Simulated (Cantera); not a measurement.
A closed system holds: 1 mol Si3N4, 3.1 mol CO2, 88 mol H2, 0.014 mol H2O, held at 40.0 mbar.

Equilibrium computed with Cantera from the NASA thermochemical tables; the gas is ideal and each condensed phase is pure. Candidate condensed phases: C, C6H6, C7H8, C8H18, H2O, Si, SiC, SiO2, Si2N2O, Si3N4; 151 gas species. Mutual solubility and eutectic melting of coexisting phases are not modelled. The tables hold silica as quartz up to 1696 K and as liquid above; real silica turns to tridymite and cristobalite and melts near 1996 K. The numbers say what is thermodynamically allowed, not how fast it happens.

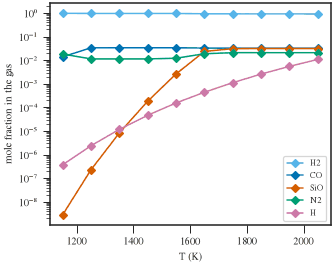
Figure. Equilibrium gas composition (values under 1e-9 drawn at 1e-9)

At 1150 K the condensed part is C(graphite) + SiO2(β-quartz) + Si2N2O(s). From 1250 K to 1650 K the condensed part is SiO2(β-quartz) + Si2N2O(s). At 1750 K the condensed part is SiO2(condensed). From 1850 K to 2050 K nothing is condensed.
